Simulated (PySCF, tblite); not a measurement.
**C₄H₁₂Si₃: a rotation path, then NMR shifts on frames, part 1 of 2**

How do NMR shifts of C₄H₁₂Si₃ (`C[SiH2]C#C[SiH2]C[SiH3]`) change as the atoms move?

Programs: tblite 0.8.0 and PySCF 2.14.0, with density-fitted response routines of our own. Each step states its level of theory. These are calculated values for one molecule in the gas phase, unless marked as measured. Atoms are numbered from 0 throughout.

### Step 1. The molecule as given

19 atoms, charge 0, multiplicity 1; geometry from: GFN2-xTB.

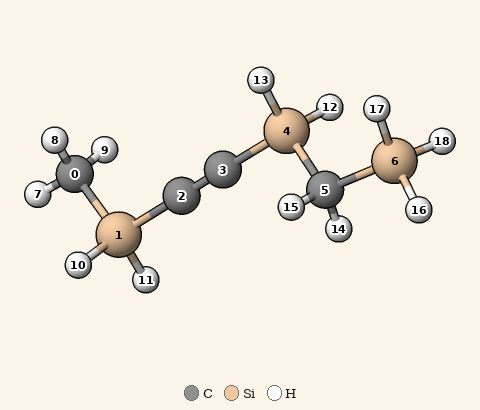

The starting geometry (carbon grey, silicon light orange, hydrogen white), atoms numbered.

### Step 2. The rotation path with GFN2-xTB

Job settings and geometry (Å):

```
{"job": {"kind": "neb", "xc": "GFN2-xTB", "basis": "xTB", "atoms": [3, 4, 5, 6], "turn": 120}, "charge": 0, "multiplicity": 1}
C     -4.405592     0.777033    -0.243043
Si    -3.280241    -0.751798    -0.230701
C     -1.523510    -0.166836    -0.235547
C     -0.381837     0.238345    -0.253849
Si     1.374754     0.826332    -0.288045
C      2.503998    -0.690535    -0.078197
Si     4.365221    -0.333545    -0.160202
H     -5.454445     0.494015    -0.265503
H     -4.246637     1.389107     0.640495
H     -4.212848     1.400759    -1.111622
H     -3.511563    -1.552402     0.979664
H     -3.501433    -1.564759    -1.434631
H      1.613193     1.479547    -1.581955
H      1.567633     1.776835     0.815174
H      2.250551    -1.423687    -0.845522
H      2.275726    -1.167216     0.876353
H      5.121115    -1.572943     0.049161
H      4.731085     0.631494     0.879769
H      4.705028     0.219508    -1.473768
```

Level: GFN2-xTB climbing-image nudged elastic band, gas phase.

Started as:

```bash
$ OMP_NUM_THREADS=1 python probes_run.py task.json out
```

This one command runs all jobs of the session in turn.

What it wrote:

```text
image   E - E0 / eV
  0      -0.0000
  1       0.0057
  2       0.0200
  3       0.0356
  4       0.0429
  5       0.0366
  6       0.0197
  7       0.0012
  8      -0.0098
```

It took 4.7 s on 1 thread of Intel Xeon Platinum 8488C, shared host; peak memory 0.19 GiB.

The final band, with the dihedral C3–Si4–C5–Si6:

```
image  dihedral (°)  energy (eV)  energy (kcal/mol)
    0           177        0.000                0.0
    1           193        0.006                0.1
    2           208        0.020                0.5
    3           223        0.036                0.8
    4           238        0.043                1.0
    5           253        0.037                0.8
    6           268        0.020                0.5
    7           283        0.001                0.0
    8           298       -0.010               -0.2
```

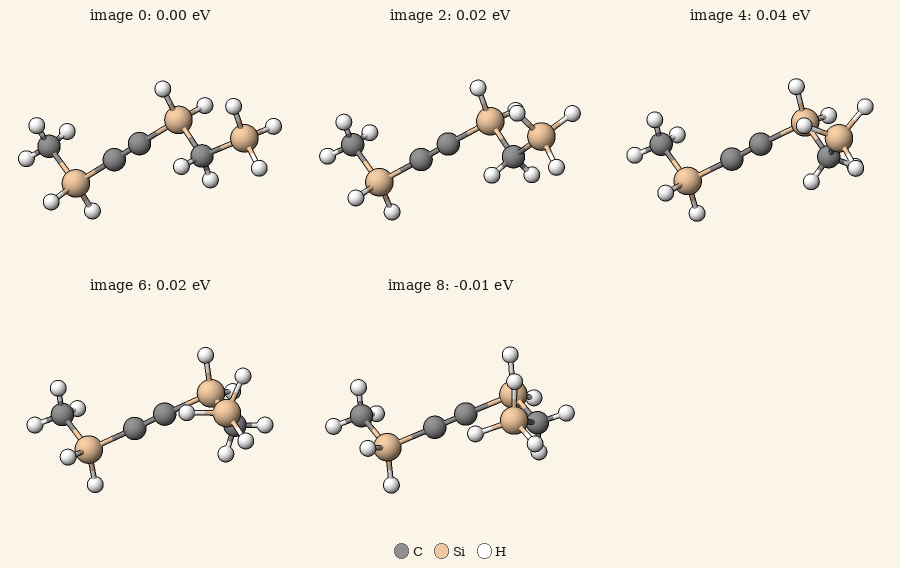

Images along the band.

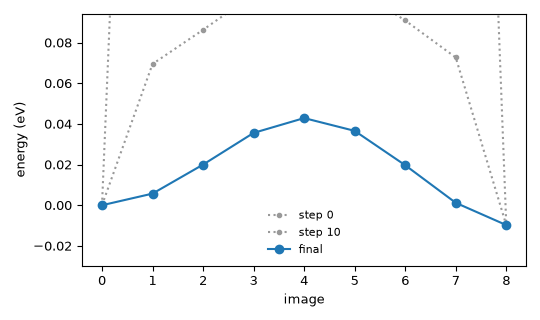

Energy along the band, early and final.

### Step 3. NMR shieldings: image 0, PBE0/pcSseg-1

Job settings and geometry (Å):

```
{"job": {"kind": "nmr", "xc": "PBE0", "basis": "pcSseg-1", "pop": false}, "charge": 0, "multiplicity": 1}
C     -4.405600     0.777000    -0.243000
Si    -3.280200    -0.751800    -0.230700
C     -1.523500    -0.166800    -0.235500
C     -0.381800     0.238300    -0.253800
Si     1.374800     0.826300    -0.288000
C      2.504000    -0.690500    -0.078200
Si     4.365200    -0.333500    -0.160200
H     -5.454400     0.494000    -0.265500
H     -4.246600     1.389100     0.640500
H     -4.212800     1.400800    -1.111600
H     -3.511600    -1.552400     0.979700
H     -3.501400    -1.564800    -1.434600
H      1.613200     1.479500    -1.582000
H      1.567600     1.776800     0.815200
H      2.250600    -1.423700    -0.845500
H      2.275700    -1.167200     0.876400
H      5.121100    -1.572900     0.049200
H      4.731100     0.631500     0.879800
H      4.705000     0.219500    -1.473800
```

Method: GIAO PBE0/pcSseg-1 NMR shielding, non-relativistic, gas phase.

What it wrote:

```text
coarse grid: 16656 points
cycle   1  E = -1027.3580665276  dE =  1.940e-01  |g| = 5.251e-01  |ddm| = 3.905e+00
cycle   2  E = -1027.3406510019  dE =  1.742e-02  |g| = 5.697e-01  |ddm| = 1.070e+00
cycle   3  E = -1027.4278206022  dE = -8.717e-02  |g| = 4.035e-02  |ddm| = 5.797e-01
cycle   4  E = -1027.4282007717  dE = -3.802e-04  |g| = 2.112e-02  |ddm| = 6.385e-02
cycle   5  E = -1027.4283115676  dE = -1.108e-04  |g| = 6.671e-03  |ddm| = 2.492e-02
cycle   6  E = -1027.4283194344  dE = -7.867e-06  |g| = 3.975e-03  |ddm| = 7.264e-03
cycle   7  E = -1027.4283234563  dE = -4.022e-06  |g| = 4.210e-04  |ddm| = 2.970e-03
final grid: 145080 points
cycle   8  E = -1027.4697054729  dE = -2.124e-05  |g| = 6.567e-03  |ddm| = 2.872e-02
cycle   9  E = -1027.4697003638  dE =  5.109e-06  |g| = 7.857e-03  |ddm| = 1.277e-02
cycle  10  E = -1027.4697164077  dE = -1.604e-05  |g| = 1.071e-03  |ddm| = 6.845e-03
cycle  11  E = -1027.4697166402  dE = -2.324e-07  |g| = 5.030e-04  |ddm| = 1.080e-03
cycle  12  E = -1027.4697167023  dE = -6.209e-08  |g| = 9.528e-05  |ddm| = 3.806e-04
cycle  13  E = -1027.4697167046  dE = -2.364e-09  |g| = 2.242e-05  |ddm| = 1.149e-04
cycle  14  E = -1027.4697167048  dE = -1.221e-10  |g| = 4.180e-06  |ddm| = 2.802e-05
converged SCF energy = -1027.4697167048

GIAO shielding tensors (ppm)
atom      isotropic    diamagn.    paramagn.     s11        s22        s33       span
  0 C      191.566     252.298     -60.732    186.717    190.612    197.369     10.652
  1 Si     419.233     884.009    -464.776    396.319    408.878    452.501     56.182
  2 C       69.073     267.182    -198.109    -28.152    -24.375    259.747    287.899
  3 C       69.123     266.476    -197.353    -30.979    -24.021    262.370    293.349
  4 Si     416.049     884.519    -468.471    389.309    402.702    456.134     66.825
  5 C      196.474     260.052     -63.578    194.863    196.866    197.693      2.830
  6 Si     424.508     877.685    -453.177    400.303    403.419    469.802     69.499
  7 H       31.652      25.291       6.361     27.169     28.029     39.758     12.589
  8 H       31.288      31.470      -0.182     26.951     29.066     37.847     10.896
  9 H       31.288      31.003       0.285     26.907     29.140     37.817     10.911
 10 H       27.269      30.505      -3.236     23.606     25.985     32.216      8.610
 11 H       27.257      30.173      -2.915     23.585     25.995     32.193      8.608
 12 H       27.277      31.262      -3.985     23.224     26.718     31.890      8.666
 13 H       27.273      31.516      -4.243     23.257     26.621     31.941      8.685
 14 H       31.593      34.029      -2.436     25.979     30.110     38.690     12.711
 15 H       31.583      34.509      -2.926     26.029     30.024     38.696     12.667
 16 H       27.597      26.652       0.945     23.967     25.342     33.483      9.515
 17 H       27.872      27.195       0.676     24.294     26.301     33.020      8.727
 18 H       27.851      27.134       0.717     24.290     26.249     33.013      8.723
```

Run time: 35 s. Hardware: 1 thread of Intel Xeon Platinum 8488C, shared host; peak memory 0.96 GiB.

Shifts follow as δ = σ(reference) − σ, with reference shieldings (ppm) from runs at the same level and on the same kind of geometry: ¹H TMS 31.72, ¹³C TMS 186.9, ²⁹Si TMS 349.2. The references are single molecules in the gas phase. Each atom is listed at this fixed geometry, with no averaging over motion; a spectrum would average atoms that exchange fast.

```
atoms                               environment  σ (ppm)  δ (ppm)
   C2                             alkyne carbon     69.1    117.9
   C3                             alkyne carbon     69.1    117.8
   C0                methyl carbon bonded to Si    191.6     -4.6
   C5                    sp3 CH2 bonded to 2 Si    196.5     -9.5
  H11       hydrogen on a silicon bonded to 2 C    27.26     4.46
  H10       hydrogen on a silicon bonded to 2 C    27.27     4.45
  H13       hydrogen on a silicon bonded to 2 C    27.27     4.44
  H12       hydrogen on a silicon bonded to 2 C    27.28     4.44
  H16         hydrogen on a silicon bonded to C    27.60     4.12
  H18         hydrogen on a silicon bonded to C    27.85     3.87
  H17         hydrogen on a silicon bonded to C    27.87     3.85
   H9  hydrogen on a methyl carbon bonded to Si    31.29     0.43
   H8  hydrogen on a methyl carbon bonded to Si    31.29     0.43
  H15     hydrogen on an sp3 CH2 bonded to 2 Si    31.58     0.13
  H14     hydrogen on an sp3 CH2 bonded to 2 Si    31.59     0.12
   H7  hydrogen on a methyl carbon bonded to Si    31.65     0.07
  Si4                silicon bonded to 2 C, 2 H    416.0    -66.9
  Si1                silicon bonded to 2 C, 2 H    419.2    -70.1
  Si6                  silicon bonded to C, 3 H    424.5    -75.3
```

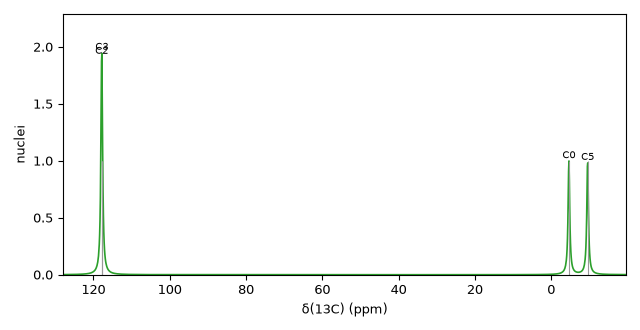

¹³C lines at the computed shifts, without couplings. Lines are broadened to a width of 0.51 ppm (Lorentzian).

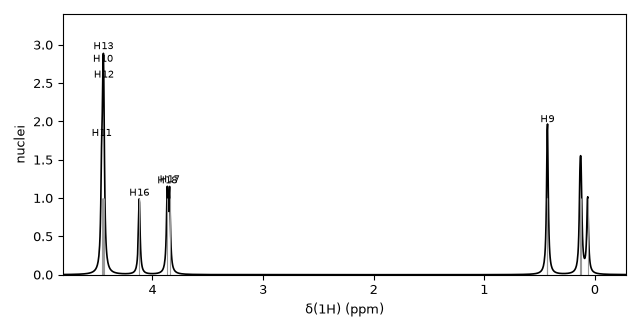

¹H lines at the computed shifts, without couplings. Lines are broadened to a width of 0.02 ppm (Lorentzian).

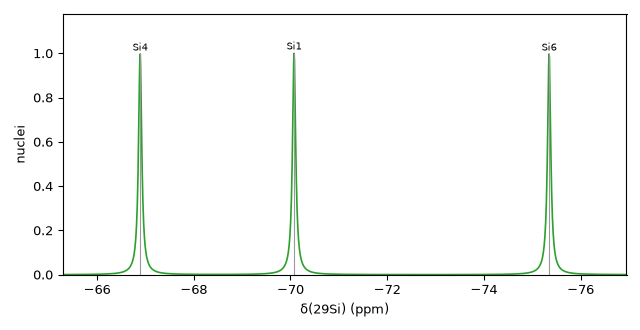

²⁹Si lines at the computed shifts, without couplings. Lines are broadened to a width of 0.08 ppm (Lorentzian).

### Step 4. NMR shieldings: image 2, PBE0/pcSseg-1

Job settings and geometry (Å):

```
{"job": {"kind": "nmr", "xc": "PBE0", "basis": "pcSseg-1", "pop": false}, "charge": 0, "multiplicity": 1}
C     -4.356400     0.789700    -0.096300
Si    -3.247400    -0.751300    -0.094500
C     -1.499500    -0.174500    -0.305100
C     -0.368100     0.231100    -0.457800
Si     1.378600     0.811700    -0.682700
C      2.520400    -0.694400    -0.433800
Si     4.273200    -0.319300     0.191000
H     -5.400900     0.521100     0.030000
H     -4.094500     1.464200     0.714400
H     -4.265700     1.337000    -1.031000
H     -3.369900    -1.474500     1.179200
H     -3.584600    -1.635200    -1.219400
H      1.515300     1.361600    -2.039800
H      1.656700     1.846300     0.322400
H      2.594700    -1.240900    -1.374600
H      2.044700    -1.385400     0.263900
H      5.005400    -1.580400     0.360800
H      4.209600     0.369800     1.483900
H      4.978700     0.532600    -0.772600
```

With the program's defaults for keys left out, this is: GIAO PBE0/pcSseg-1 NMR shielding, non-relativistic, gas phase.

What it wrote:

```text
coarse grid: 16656 points
cycle   1  E = -1027.3572227968  dE =  1.880e-01  |g| = 5.259e-01  |ddm| = 3.904e+00
cycle   2  E = -1027.3394864902  dE =  1.774e-02  |g| = 5.713e-01  |ddm| = 1.073e+00
cycle   3  E = -1027.4272264757  dE = -8.774e-02  |g| = 4.007e-02  |ddm| = 5.847e-01
cycle   4  E = -1027.4276065395  dE = -3.801e-04  |g| = 2.046e-02  |ddm| = 6.420e-02
cycle   5  E = -1027.4277130832  dE = -1.065e-04  |g| = 5.555e-03  |ddm| = 2.423e-02
cycle   6  E = -1027.4277189913  dE = -5.908e-06  |g| = 3.153e-03  |ddm| = 6.461e-03
final grid: 145080 points
cycle   7  E = -1027.4686740152  dE = -9.820e-06  |g| = 9.848e-03  |ddm| = 2.578e-02
cycle   8  E = -1027.4686034201  dE =  7.060e-05  |g| = 1.924e-02  |ddm| = 2.026e-02
cycle   9  E = -1027.4686965342  dE = -9.311e-05  |g| = 3.083e-03  |ddm| = 1.396e-02
cycle  10  E = -1027.4686989838  dE = -2.450e-06  |g| = 2.620e-04  |ddm| = 2.461e-03
cycle  11  E = -1027.4686989989  dE = -1.511e-08  |g| = 8.841e-05  |ddm| = 3.202e-04
cycle  12  E = -1027.4686990010  dE = -2.113e-09  |g| = 2.145e-05  |ddm| = 1.153e-04
cycle  13  E = -1027.4686990011  dE = -1.116e-10  |g| = 4.111e-06  |ddm| = 2.600e-05
converged SCF energy = -1027.4686990011

GIAO shielding tensors (ppm)
atom      isotropic    diamagn.    paramagn.     s11        s22        s33       span
  0 C      191.432     252.053     -60.621    186.603    190.595    197.098     10.495
  1 Si     419.006     883.875    -464.869    397.003    407.867    452.148     55.146
  2 C       68.924     266.909    -197.985    -27.904    -24.424    259.100    287.003
  3 C       68.980     266.762    -197.782    -32.350    -23.177    262.469    294.819
  4 Si     416.195     884.337    -468.141    390.449    403.958    454.180     63.731
  5 C      198.059     260.177     -62.118    189.867    200.321    203.989     14.122
  6 Si     422.713     878.015    -455.302    391.216    409.563    467.361     76.145
  7 H       31.674      25.344       6.330     27.194     28.040     39.787     12.592
  8 H       31.276      31.765      -0.489     26.905     29.136     37.785     10.879
  9 H       31.264      30.527       0.737     26.913     29.073     37.806     10.893
 10 H       27.265      30.598      -3.333     23.612     25.979     32.204      8.592
 11 H       27.253      29.923      -2.670     23.617     25.933     32.209      8.592
 12 H       27.198      30.708      -3.510     23.471     26.050     32.074      8.603
 13 H       27.355      31.690      -4.335     23.252     27.044     31.770      8.519
 14 H       31.558      32.321      -0.763     26.312     29.479     38.883     12.571
 15 H       31.603      35.790      -4.187     25.628     30.324     38.856     13.228
 16 H       27.563      26.929       0.634     23.900     25.321     33.468      9.568
 17 H       27.789      27.939      -0.150     24.250     26.340     32.778      8.528
 18 H       27.857      27.083       0.774     24.371     26.090     33.111      8.739
```

Run time: 36 s. Hardware: 1 thread of Intel Xeon Platinum 8488C, shared host; peak memory 0.92 GiB.

Key values: δ C2 118.0, C3 117.9, C0 -4.5, C5 -11.1, H12 4.52, H11 4.46 ppm.

(Continued in part 2 of 2.)
